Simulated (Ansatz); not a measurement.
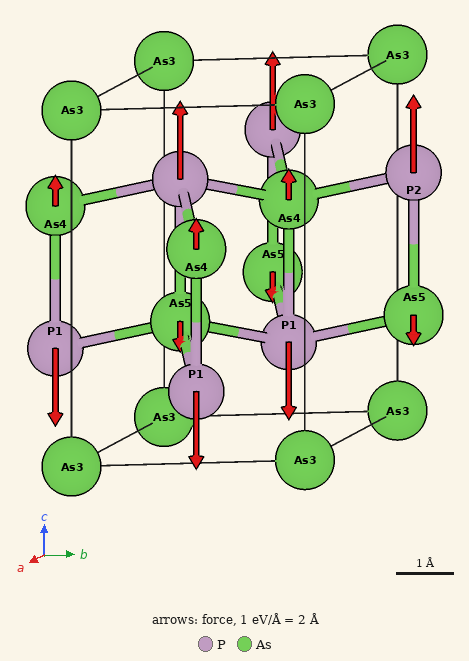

Starting geometry of a crystal of As₃P₂ (built on the A-type sesquioxide_164 type) (coarse preliminary run) with the computed forces as red arrows. The picture is a ball-and-stick view of the cell of the calculation, seen slightly off an axis.

Case: anti-A-type sesquioxide type (P-3m1, No. 164).

Level of theory: DFT PBE, scalar-relativistic, plane waves, PAW in Ansatz 0.2.0. Set-up: plane-wave cutoff 420 eV; k-point mesh 6 × 6 × 4; occupations gaussian; smearing width 0.1 eV; no spin polarisation; cell and atoms relaxed; force threshold 0.04 eV/Å; at most 70 steps.

> What follows when this structure is relaxed?

It isn't relaxed: the largest force vector, on P atoms, is 0.71 eV/Å. The final displacements have little in common with the starting forces (cosine between the two patterns 0.25). The largest moves relative to the cell, 0.31 Å, are those of As4 and As5. As5 goes along −c. Largest moves by element: As 0.31 Å, P 0.04 Å. Cell: a = b 4.127 → 4.327 Å (+4.9 %), c 6.421 → 6.110 Å (−4.8 %). Volume +4.6 %. Some distances before and after: As4–As5 3.024 → 3.456 Å, P1–As4 2.568 → 2.710 Å, P1–As5 2.485 → 2.519 Å. Bond angles that change, for instance: As4–P1–As5 73.5° → 82.6°, P1–As5–P2 106.5° → 97.4°, P1–As5–P1 112.3° → 118.4°. The space group stays P-3m1 (No. 164). Over 5 accepted moves (6 points after the start) the energy falls by 51.4 meV per atom. The largest force component goes from 0.71 to 0.028 eV/Å. Pressure: 4.40 GPa at the start and 0.11 GPa at the end. At 1 point the geometry stayed and the basis and grid were re-selected for the new cell (energy shift of 0.3 meV per atom at most each time). Cost: 62 s on 1 thread of Arm Neoverse N1, on a shared host, peak memory 0.38 GiB.
